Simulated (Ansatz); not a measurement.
## MgTe2: one change and its effect

System: MgTe2, multiplicity 3.
Method of run A: UKS PBE-D4/def2-TZVP (Ansatz 0.2.0).

The geometry: PBE-D4/def2-TZVP start. Text and figures count atoms from 1; the logs count them from 0 in places.

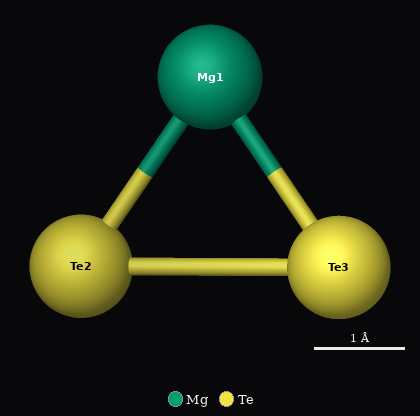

**Figure 1.** The starting structure (ball-and-stick view, seen at a tilt; atoms are numbered from 1 in the order of the input). Sticks mark near contacts. Bond lengths as drawn: Mg–Te 2.59 Å and Te–Te 2.97 Å.

The input, run A:
```yaml
crystal:
  periodic: [false, false, false]
  atoms:
    - {symbol: Mg, position_ang: [1.186589, -0.409783, 0.653903]}
    - {symbol: Te, position_ang: [-0.513204, -0.982236, -1.216382]}
    - {symbol: Te, position_ang: [-0.673384, 1.392010, 0.562479]}
basis:
  gaussian: {orbitals: def2-TZVP}
magnetization: {spin_polarized: true, initial_magnetization: 2}
hamiltonian: {xc: pbe, dispersion: d4}
scf: {lower_state_search: "off"}
output: {orbitals: {seedname: orbitals}}
relax: {f_tol: 0.02, max_steps: 100}
```

Command:
```bash
ansatz run in.yaml --threads 4 --pin off --events-out ev --progress --plain --max-ram 3916MiB
```

Hardware: 4 threads of Arm Neoverse V2, 23 GiB of memory available, shared host.

Output, shortened to warnings, some set-up lines, iterations and results (run A):
```
[...]
mean field evaluation 1: about -20025.8679 eV, gradient 1.6e1 eV
mean field evaluation 2: about -20005.1901 eV, gradient 5.3e1 eV
mean field evaluation 4: about -20028.3841 eV, gradient 6.0e0 eV
mean field evaluation 8: about -20027.3350 eV, gradient 9.0e0 eV
mean field evaluation 16: about -20028.4338 eV, gradient 5.3e-1 eV
relax step   1: F+E_penalty+E_count = -20028.55228661 eV  Δ(F+E_penalty+E_count) = +0.000e0 eV  max|allowed force component| = 1.655e0 eV/Å  Δτ_max = 0.0000 Å  (67 SCF iters, …
mean field evaluation 32: about -20028.9375 eV, gradient 2.6e-6 eV
relax step   2: F+E_penalty+E_count = -20029.05698912 eV  Δ(F+E_penalty+E_count) = -5.047e-1 eV  max|allowed force component| = 7.756e-1 eV/Å  Δτ_max = 0.1942 Å  (33 SCF …
relax step   3: F+E_penalty+E_count = -20029.10604099 eV  Δ(F+E_penalty+E_count) = -4.905e-2 eV  max|allowed force component| = 2.060e-1 eV/Å  Δτ_max = 0.0570 Å  (23 SCF …
relax step   4: F+E_penalty+E_count = -20029.10937644 eV  Δ(F+E_penalty+E_count) = -3.335e-3 eV  max|allowed force component| = 1.490e-2 eV/Å  Δτ_max = 0.0145 Å  (23 SCF …
Total energy: -20029.10941086 eV, -736.0561946312 hartree
Atom 0 at     1.393404    -0.483618     0.765932 Å, force    -0.014019     0.009590    -0.003902 eV/Å
Atom 1 at    -0.623459    -0.839865    -1.193166 Å, force     0.001761     0.005305     0.005732 eV/Å
Atom 2 at    -0.769944     1.323474     0.427234 Å, force     0.012258    -0.014895    -0.001830 eV/Å
Dipole moment:     0.239629    -0.083645     0.131337 e Å
Checks for a lower state left out: stability, starts, cluster_reference, orbital_swaps, neighbouring_geometries, increment
```

The input of run B differs as follows (lines with − go, lines with + come):
```diff
-magnetization: {spin_polarized: true, initial_magnetization: 2}
+magnetization: {spin_polarized: true, initial_magnetization: 4}
```

What does this change do to the results?

With the same method and basis, run B lies 40.9 kcal/mol higher. The HOMO goes from −4.39 to −4.12 eV. The LUMO goes from −4.48 to −5.24 eV. The dipole moment goes from 1.37 to 1.49 D.

Output, shortened to warnings, some set-up lines, iterations and results (run B):
```
[...]
mean field evaluation 1: about -20026.4863 eV, gradient 9.1e0 eV
mean field evaluation 2: about -20026.1434 eV, gradient 1.4e1 eV
mean field evaluation 4: about -20027.0528 eV, gradient 8.1e-1 eV
mean field evaluation 8: about -20027.0544 eV, gradient 1.1e-2 eV
mean field evaluation 16: about -20026.8008 eV, gradient 1.9e-4 eV
relax step   1: F+E_penalty+E_count = -20026.91910826 eV  Δ(F+E_penalty+E_count) = +0.000e0 eV  max|allowed force component| = 2.021e0 eV/Å  Δτ_max = 0.0000 Å  (18 SCF iters, …
relax step   2: F+E_penalty+E_count = -20027.27962200 eV  Δ(F+E_penalty+E_count) = -3.605e-1 eV  max|allowed force component| = 3.402e-1 eV/Å  Δτ_max = 0.1624 Å  (26 SCF …
mean field evaluation 32: about -20027.2121 eV, gradient 5.1e-1 eV
relax step   3: F+E_penalty+E_count = -20027.32964285 eV  Δ(F+E_penalty+E_count) = -5.002e-2 eV  max|allowed force component| = 1.352e-1 eV/Å  Δτ_max = 0.0650 Å  (22 SCF …
relax step   4: F+E_penalty+E_count = -20027.33610679 eV  Δ(F+E_penalty+E_count) = -6.464e-3 eV  max|allowed force component| = 3.684e-2 eV/Å  Δτ_max = 0.0372 Å  (22 SCF …
relax step   5: F+E_penalty+E_count = -20027.33638830 eV  Δ(F+E_penalty+E_count) = -2.815e-4 eV  max|allowed force component| = 5.239e-3 eV/Å  Δτ_max = 0.0064 Å  (24 SCF …
Total energy: -20027.33642359 eV, -735.9910385509 hartree
Atom 0 at     1.381473    -0.477118     0.761273 Å, force     0.005239    -0.001816     0.002882 eV/Å
Atom 1 at    -0.607420    -0.996055    -1.305627 Å, force    -0.002493    -0.000877    -0.002773 eV/Å
Atom 2 at    -0.774053     1.473164     0.544353 Å, force    -0.002746     0.002693    -0.000108 eV/Å
Dipole moment:     0.260910    -0.090112     0.143775 e Å
Checks for a lower state left out: stability, starts, cluster_reference, orbital_swaps, neighbouring_geometries, increment
```

The two runs side by side:

```tsv
quantity	run A	run B
outcome	converged	converged
total energy (hartree)	−736.056195	−735.991039
HOMO (eV)	−4.39	−4.12
LUMO (eV)	−4.48	−5.24
dipole moment (D)	1.37	1.49
⟨S²⟩	2.003	6.007
largest force (eV/Å)	0.019	0.006
basis functions	132	132
wall time (shared host)	5 s	4.9 s
```
